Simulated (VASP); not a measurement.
# Te2Mo: GW quasiparticle gap

How does the gap of Te2Mo change from the starting functional to GW? The cell has space group P6_3/mmc. The start is a cell from a database of measured crystal structures.

Program: VASP 6.6.1. Level of theory: PBE, spin-orbit coupling, no spin polarisation; plane waves and PAW (Te_GW, Mo_sv_GW), in the first sound run; inputs show where later runs differ. Results are calculated unless marked as measured.

### Step 1. Set-up

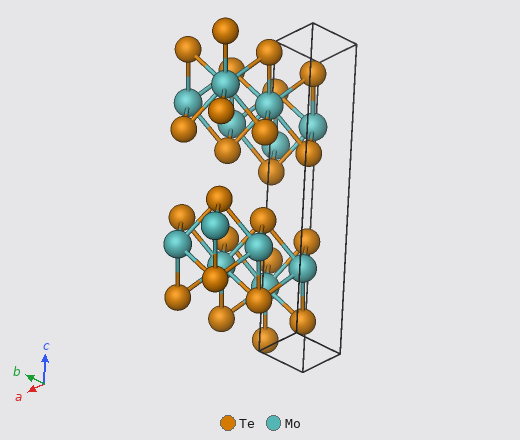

The starting structure, seen from a free direction (tellurium orange, molybdenum teal). 2×3×1 cells are drawn.

### Step 2. Ground state

The orbitals come from a self-consistent PBE run with a tight EDIFF and a narrow smearing. KPOINTS_OPT adds the bands along a path, which shows whether the mesh holds the band edges.

INCAR reads:

```
SYSTEM = Te2Mo
PREC = Accurate
ENCUT = 370
EDIFF = 1E-08
NELM = 100
ISMEAR = 0
SIGMA = 0.01
LREAL = .FALSE.
ALGO = Normal
GGA = PE
LNONCOLLINEAR = .TRUE.
MAGMOM = 0 0 0 0 0 0 0 0 0 0 0 0 0 0 0 0 0 0
NBANDS = 64
GGA_COMPAT = .FALSE.
LASPH = .TRUE.
LSORBIT = .TRUE.
LMAXMIX = 4
LORBIT = 11
LWAVE = .TRUE.
LCHARG = .FALSE.
KPAR = 4
```

POSCAR reads:

```
Te2Mo
1.0
    3.5182000000      0.0000000000      0.0000000000
   -1.7591000000      3.0468505756      0.0000000000
    0.0000000000      0.0000000000     13.9736000000
Te Mo
4 2
Direct
    0.3333333333      0.6666666667      0.6210000000
    0.6666666667      0.3333333333      0.1210000000
    0.3333333333      0.6666666667      0.8790000000
    0.6666666667      0.3333333333      0.3790000000
    0.3333333333      0.6666666667      0.2500000000
    0.6666666667      0.3333333333      0.7500000000
```

KPOINTS reads:

```
Automatic mesh
0
Gamma
6 6 1
0 0 0
```

KPOINTS_OPT reads:

```
Line mode
12
Line-mode
Reciprocal
  0.00000000   0.00000000   0.00000000 GAMMA
  0.50000000   0.00000000   0.00000000 M

  0.50000000   0.00000000   0.00000000 M
  0.33333333   0.33333333   0.00000000 K

  0.33333333   0.33333333   0.00000000 K
  0.00000000   0.00000000   0.00000000 GAMMA

  0.00000000   0.00000000   0.00000000 GAMMA
  0.00000000   0.00000000   0.50000000 A

  0.00000000   0.00000000   0.50000000 A
  0.50000000   0.00000000   0.50000000 L

  0.50000000   0.00000000   0.50000000 L
  0.33333333   0.33333333   0.50000000 H

  0.33333333   0.33333333   0.50000000 H
  0.00000000   0.00000000   0.50000000 A

  0.50000000   0.00000000   0.50000000 L
  0.50000000   0.00000000   0.00000000 M

  0.33333333   0.33333333   0.00000000 K
  0.33333333   0.33333333   0.50000000 H
```

The projector-augmented-wave data sets are Te_GW and Mo_sv_GW (PBE family, release 64).

Launch:

```
$ mpirun -np 8 vasp_ncl
```

The program printed:

```text
[banner, memory and clock lines left out]
running    8 mpi-ranks, on    1 nodes
 distrk:  each k-point on    2 cores,    4 groups
 distr:  one band on    1 cores,    2 groups

 POSCAR found type information on POSCAR TeMo
 POSCAR found :  2 types and       6 ions
|                                                                             |
|           W    W    AA    RRRRR   N    N  II  N    N   GGGG   !!!           |
|           W    W   A  A   R    R  NN   N  II  NN   N  G    G  !!!           |
|           W    W  A    A  R    R  N N  N  II  N N  N  G       !!!           |
|           W WW W  AAAAAA  RRRRR   N  N N  II  N  N N  G  GGG   !            |
|           WW  WW  A    A  R   R   N   NN  II  N   NN  G    G                |
|           W    W  A    A  R    R  N    N  II  N    N   GGGG   !!!           |
|                                                                             |
|     For optimal performance we recommend to set                             |
|       NCORE = 2 up to number-of-cores-per-socket                            |
|     NCORE specifies how many cores store one orbital (NPAR=cpu/NCORE).      |
|     This setting can greatly improve the performance of VASP for DFT.       |
|     The default, NCORE=1 might be grossly inefficient on modern             |
|     multi-core architectures or massively parallel machines. Do your        |
|     Unfortunately you need to use the default for GW and RPA                |
|     calculations (for HF NCORE is supported but not extensively tested      |
|     yet).                                                                   |
|                                                                             |

 LDA part: xc-table for (Slater+PW92), standard interpolation
 POSCAR, INCAR and KPOINTS ok, starting setup
 FFT: planning ... GRIDC
 FFT: planning ... GRID_SOFT
 FFT: planning ... GRID
 WAVECAR not read
 entering main loop
       N       E                     dE             d eps       ncg     rms          rms(c)
DAV:   1     0.447782275750E+03    0.44778E+03   -0.21665E+04  1064   0.116E+03
DAV:   2     0.121243002813E+02   -0.43566E+03   -0.42232E+03  1448   0.493E+02
DAV:   3    -0.390044947712E+02   -0.51129E+02   -0.50264E+02  1376   0.160E+02
DAV:   4    -0.425806998892E+02   -0.35762E+01   -0.35211E+01  1528   0.464E+01
DAV:   5    -0.428018833954E+02   -0.22118E+00   -0.21810E+00  1496   0.105E+01    0.125E+01
DAV:   6    -0.405375477107E+02    0.22643E+01   -0.44099E+01  1560   0.404E+01    0.838E+00
DAV:   7    -0.383468646885E+02    0.21907E+01   -0.14275E+01  1520   0.245E+01    0.359E+00
DAV:   8    -0.383837569767E+02   -0.36892E-01   -0.14116E+00  1384   0.629E+00    0.139E+00
DAV:   9    -0.383622574672E+02    0.21500E-01   -0.18068E-01  1504   0.295E+00    0.503E-01
DAV:  10    -0.383628875014E+02   -0.63003E-03   -0.14172E-02  1480   0.794E-01    0.242E-01
DAV:  11    -0.383622636609E+02    0.62384E-03   -0.34025E-03  1504   0.573E-01    0.674E-02
DAV:  12    -0.383622989454E+02   -0.35285E-04   -0.45607E-04  1488   0.115E-01    0.294E-02
DAV:  13    -0.383623088038E+02   -0.98584E-05   -0.52800E-05  1432   0.422E-02    0.110E-02
DAV:  14    -0.383623109101E+02   -0.21063E-05   -0.11254E-05  1448   0.191E-02    0.343E-03
DAV:  15    -0.383623116848E+02   -0.77468E-06   -0.20330E-06  1264   0.783E-03    0.163E-03
DAV:  16    -0.383623120097E+02   -0.32494E-06   -0.66679E-07  1328   0.407E-03    0.993E-04
DAV:  17    -0.383623120871E+02   -0.77407E-07   -0.98038E-08  1264   0.206E-03    0.338E-04
DAV:  18    -0.383623121452E+02   -0.58045E-07   -0.38703E-08  1160   0.101E-03    0.163E-04
DAV:  19    -0.383623121516E+02   -0.64474E-08   -0.32362E-09   784   0.554E-04
   1 F= -.38362312E+02 E0= -.38362312E+02  d E =-.214812E-24  mag=    -0.0000     0.0000     0.0000
 Start KPOINTS_OPT (optional k-point list driver)
k-point batch [1-7\108]
       N       E                     dE             ncg
DAV:   1     0.107155344688E+04   -0.55107E+03     1064
DAV:   2    -0.231397185304E+04   -0.33855E+04     1496
DAV:   3    -0.272611979934E+04   -0.41215E+03     1320
DAV:   4    -0.276443885883E+04   -0.38319E+02     1592
DAV:   5    -0.276724190564E+04   -0.28030E+01     1536
DAV:   6    -0.276765319595E+04   -0.41129E+00     1560
DAV:   7    -0.276771014793E+04   -0.56952E-01     1600
DAV:   8    -0.276772017806E+04   -0.10030E-01     1584
DAV:   9    -0.276772168250E+04   -0.15044E-02     1544
DAV:  10    -0.276772195056E+04   -0.26806E-03     1496
DAV:  11    -0.276772199722E+04   -0.46656E-04     1272
DAV:  12    -0.276772200624E+04   -0.90194E-05     1184
DAV:  13    -0.276772200793E+04   -0.16934E-05      976
DAV:  14    -0.276772200828E+04   -0.35216E-06     1024
DAV:  15    -0.276772200835E+04   -0.66925E-07      840
DAV:  16    -0.276772200836E+04   -0.14856E-07      792
DAV:  17    -0.276772200837E+04   -0.25661E-08      784
[...]
k-point batch [106-108\108]
       N       E                     dE             ncg
DAV:   1     0.674101288256E+04   -0.48131E+04      480
DAV:   2     0.552588385939E+04   -0.12151E+04      616
DAV:   3     0.539339264310E+04   -0.13249E+03      576
DAV:   4     0.537977419267E+04   -0.13618E+02      664
DAV:   5     0.537855690106E+04   -0.12173E+01      616
DAV:   6     0.537833212747E+04   -0.22477E+00      688
DAV:   7     0.537828830929E+04   -0.43818E-01      584
DAV:   8     0.537827678195E+04   -0.11527E-01      688
DAV:   9     0.537827379192E+04   -0.29900E-02      616
DAV:  10     0.537827303583E+04   -0.75610E-03      680
DAV:  11     0.537827285445E+04   -0.18137E-03      480
DAV:  12     0.537827281265E+04   -0.41804E-04      424
DAV:  13     0.537827280332E+04   -0.93285E-05      336
DAV:  14     0.537827280132E+04   -0.19949E-05      336
DAV:  15     0.537827280091E+04   -0.41926E-06      336
DAV:  16     0.537827280082E+04   -0.86015E-07      336
DAV:  17     0.537827280080E+04   -0.18016E-07      336
DAV:  18     0.537827280080E+04   -0.34133E-08      336
 writing wavefunctions
```

It took 9.7 min on 8 MPI ranks of AMD EPYC 7R43, shared host; peak memory 2.8 GiB; 77 min of CPU time.

Lines that name or quote the potential files are left out of all logs, and their timing lines are given in words.

OUTCAR, selected parts (step 2):

```text
ion  position               nearest neighbor table
   1  0.333  0.667  0.621-   6 2.72   6 2.72   6 2.72   3 3.61
   2  0.667  0.333  0.121-   5 2.72   5 2.72   5 2.72   4 3.61
   3  0.333  0.667  0.879-   6 2.72   6 2.72   6 2.72   1 3.61
   4  0.667  0.333  0.379-   5 2.72   5 2.72   5 2.72   2 3.61
   5  0.333  0.667  0.250-   2 2.72   4 2.72   2 2.72   4 2.72   2 2.72   4 2.72
   6  0.667  0.333  0.750-   1 2.72   3 2.72   1 2.72   3 2.72   1 2.72   3 2.72

  LATTYP: Found a hexagonal cell.
 ALAT       =     3.5182000000
 C/A-ratio  =     3.9718037633

 Subroutine GETGRP returns: Found 24 space group operations
 (whereof 12 operations were pure point group operations)

The static configuration has the point symmetry D_3d.
 The point group associated with its full space group is D_6h.

 Found      7 irreducible k-points:

   k-points           NKPTS =      7   k-points in BZ     NKDIM =      7   number of bands    NBANDS=     64

   dimension x,y,z NGX =    24 NGY =   24 NGZ =   90
   dimension x,y,z NGXF=    48 NGYF=   48 NGZF=  180

   ENCUT  =  370.0 eV  27.19 Ry    5.21 a.u.   5.52  5.52 21.92*2*pi/ulx,y,z

   NELECT =      52.0000    total number of electrons

 k-points in reciprocal lattice and weights: Automatic mesh
   0.00000000  0.00000000  0.00000000       0.028
   0.16666667  0.00000000  0.00000000       0.167
   0.33333333  0.00000000  0.00000000       0.167
   0.50000000  0.00000000  0.00000000       0.083
   0.16666667  0.16666667  0.00000000       0.167
   0.33333333  0.16666667  0.00000000       0.333
   0.33333333  0.33333333  0.00000000       0.056

 average (electrostatic) potential at core
       1 -86.1673       2 -86.1673       3 -86.1673       4 -86.1673       5 -98.5762
       6 -98.5762

 E-fermi :   8.2209

 k-point     1 :       0.0000    0.0000    0.0000
  band No.  band energies     occupation
    ...
     48       7.2228      1.00000
     49       7.7769      1.00000
     50       7.7769      1.00000
     51       8.1516      1.00000
     52       8.1516      1.00000
     53      10.6948      0.00000
     54      10.6950      0.00000
     55      10.8240      0.00000
     56      10.8247      0.00000
     57      10.9609      0.00000
    ...

 k-point     2 :       0.1667    0.0000    0.0000
  band No.  band energies     occupation
    ...
     48       7.1481      1.00000
     49       7.7063      1.00000
     50       7.7063      1.00000
     51       7.8440      1.00000
     52       7.8440      1.00000
     53       9.9061      0.00000
     54       9.9062      0.00000
     55      10.1257      0.00000
     56      10.1259      0.00000
     57      10.1904      0.00000
    ...

 k-point     3 :       0.3333    0.0000    0.0000
  band No.  band energies     occupation
    ...
     48       7.0505      1.00000
     49       7.2786      1.00000
     50       7.2786      1.00000
     51       7.4128      1.00000
     52       7.4128      1.00000
     53       9.2510      0.00000
     54       9.2510      0.00000
     55       9.6056      0.00000
     56       9.6056      0.00000
     57       9.8359      0.00000
    ...

  Total        2.3114353      2.3114353      3.3702051      0.0000000      0.0000000     -0.0000000
  in kB       24.7236361     24.7236361     36.0484772      0.0000000      0.0000000     -0.0000000
  external PRESSURE =      28.4985831 kB  Pullay stress =       0.0000000 kB

  energy-cutoff  :      370.00
  volume of cell :      149.79
      direct lattice vectors                 reciprocal lattice vectors
     3.518200000  0.000000000  0.000000000     0.284236257  0.164103880  0.000000000
    -1.759100000  3.046850576  0.000000000     0.000000000  0.328207759  0.000000000
     0.000000000  0.000000000 13.973600000     0.000000000  0.000000000  0.071563520

 POSITION                                       TOTAL-FORCE (eV/Angst)
 -----------------------------------------------------------------------------------
     -0.00000      2.03123      8.67761         0.000000      0.000000     -0.147031
      1.75910      1.01562      1.69081        -0.000000     -0.000000     -0.147031
     -0.00000      2.03123     12.28279         0.000000      0.000000      0.147031
      1.75910      1.01562      5.29599        -0.000000     -0.000000      0.147031
     -0.00000      2.03123      3.49340         0.000000     -0.000000      0.000000
      1.75910      1.01562     10.48020        -0.000000      0.000000      0.000000
 -----------------------------------------------------------------------------------
    total drift:                               -0.000000      0.000000     -0.000000

  FREE ENERGIE OF THE ION-ELECTRON SYSTEM (eV)
  ---------------------------------------------------
  free  energy   TOTEN  =       -38.3623121516 eV

  energy  without entropy=      -38.3623121516  energy(sigma->0) =      -38.36231215

 Spin-Orbit-Coupling matrix elements
 Ion:    1  E_soc:     -0.2530693
 Ion:    2  E_soc:     -0.2530693
 Ion:    3  E_soc:     -0.2530693
 Ion:    4  E_soc:     -0.2530693
 Ion:    5  E_soc:     -0.3396279
 Ion:    6  E_soc:     -0.3396279

 total charge
# of ion       s       p       d       f       tot
--------------------------------------------------
    1        1.608   2.539   0.123   0.000   4.270
    2        1.608   2.539   0.123   0.000   4.270
    3        1.608   2.539   0.123   0.000   4.270
    4        1.608   2.539   0.123   0.000   4.270
    5        2.091   5.992   3.148   0.013  11.243
    6        2.091   5.992   3.148   0.013  11.243
--------------------------------------------------
tot         10.611  22.142   6.788   0.026  39.566

 magnetization (x)
# of ion       s       p       d       f       tot
--------------------------------------------------
    1        0.000  -0.000   0.000   0.000  -0.000
    2        0.000   0.000  -0.000   0.000   0.000
    3        0.000   0.000  -0.000   0.000   0.000
    4        0.000  -0.000   0.000   0.000  -0.000
    5       -0.000   0.000   0.000  -0.000   0.000
    6        0.000  -0.000   0.000  -0.000   0.000
--------------------------------------------------
tot          0.000   0.000   0.000  -0.000   0.000

 magnetization (y)
# of ion       s       p       d       f       tot
--------------------------------------------------
    1        0.000  -0.000   0.000   0.000  -0.000
    2       -0.000   0.000   0.000   0.000  -0.000
    3       -0.000   0.000   0.000   0.000   0.000
    4        0.000  -0.000   0.000   0.000  -0.000
    5        0.000  -0.000  -0.000   0.000  -0.000
    6        0.000  -0.000  -0.000   0.000  -0.000
--------------------------------------------------
tot          0.000  -0.000   0.000   0.000  -0.000

 magnetization (z)
# of ion       s       p       d       f       tot
--------------------------------------------------
    1        0.000   0.000   0.000   0.000   0.000
    2        0.000   0.000   0.000   0.000   0.000
    3        0.000   0.000   0.000   0.000   0.000
    4        0.000   0.000   0.000   0.000   0.000
    5        0.000   0.000   0.000   0.000   0.000
    6        0.000   0.000   0.000   0.000   0.000
--------------------------------------------------
tot          0.000   0.000   0.000   0.000   0.000

[... 3 further parts left out ...]
```

Numbers from this step:

```yaml
free_energy_toten: -38.36 eV
fermi_energy: 8.221 eV
pressure: 2.850 GPa
least_gap_on_mesh_and_path: 0.7140 eV
least_direct_gap_on_mesh_and_path: 0.9727 eV
```

The spin moment in the PAW sphere vanishes on all atoms.

On-site spin-orbit energy by atom:

| atom | on-site spin-orbit energy (eV) |
| --- | --- |
| Te1 | -0.253 |
| Te2 | -0.253 |
| Te3 | -0.253 |
| Te4 | -0.253 |
| Mo5 | -0.340 |
| Mo6 | -0.340 |

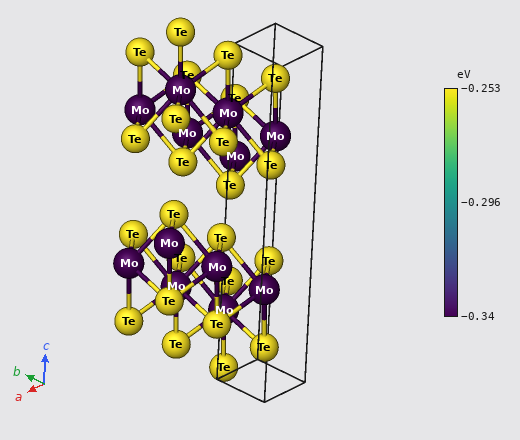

Atoms coloured by on-site spin-orbit energy. 2×3×1 cells are drawn.

The highest empty bands on the path are converged less tightly, to about 0.1 eV. The electronic bands at the labelled points (eV, zero at the valence-band top; v1 is the highest filled band, c1 the lowest empty one):

| point | v4 | v3 | v2 | v1 | c1 | c2 | c3 | c4 |
| --- | --- | --- | --- | --- | --- | --- | --- | --- |
| Γ | -0.37 | -0.37 | 0.00 | 0.00 | 2.54 | 2.54 | 2.67 | 2.67 |
| M | -0.59 | -0.59 | -0.33 | -0.33 | 1.23 | 1.23 | 1.29 | 1.29 |
| K | -0.37 | -0.37 | -0.05 | -0.05 | 0.93 | 0.93 | 0.95 | 0.95 |
| Γ | -0.37 | -0.37 | 0.00 | 0.00 | 2.54 | 2.54 | 2.67 | 2.67 |
| A | -0.09 | -0.09 | -0.09 | -0.09 | 2.58 | 2.58 | 2.58 | 2.58 |
| L | -0.46 | -0.46 | -0.46 | -0.46 | 1.25 | 1.25 | 1.25 | 1.25 |
| H | -0.34 | -0.34 | -0.13 | -0.13 | 0.93 | 0.93 | 0.97 | 0.97 |
| A | -0.09 | -0.09 | -0.09 | -0.09 | 2.58 | 2.58 | 2.58 | 2.59 |
| jump to L | -0.46 | -0.46 | -0.46 | -0.46 | 1.25 | 1.25 | 1.25 | 1.25 |
| M | -0.59 | -0.59 | -0.33 | -0.33 | 1.23 | 1.23 | 1.29 | 1.29 |
| jump to K | -0.37 | -0.37 | -0.05 | -0.05 | 0.93 | 0.93 | 0.95 | 0.95 |
| H | -0.34 | -0.34 | -0.13 | -0.13 | 0.93 | 0.93 | 0.97 | 0.97 |

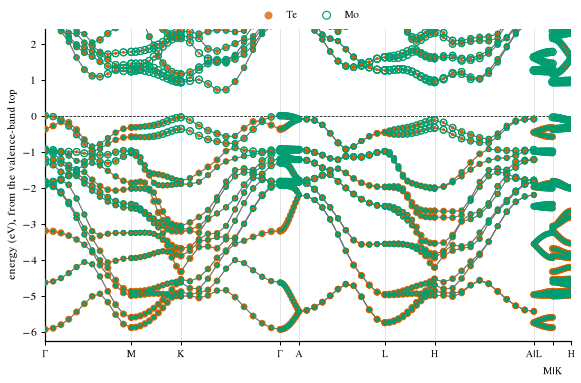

Electronic bands along the path; dots are coloured as in the legend, and their area grows with the weight.

The cell has a gap of 0.714 eV on mesh and path and a pressure of +2.8 GPa, which holds the misfit of the given cell and coordinates with this functional, and any error of cutoff, mesh and data sets. Forces of up to 0.15 eV/Å remain in these settings.

(Part 1 of 3 ends here.)

[Lines on the potential files, build, host, timing and source positions are cut from VASP's logs without a mark.]

[Logs are printed without paths, hosts, clocks, repeated set-up lines and the standing remarks that a program may print on its own settings, such as how far it seeks lower states.]

[Hosts, paths, dates, database ids (printed as entryN), source tags and the programs' standing remarks are cut or masked in the printed files.]

[Pressures printed for these runs are not shown converged in the cutoff: they can be off by several GPa and have the wrong sign.]
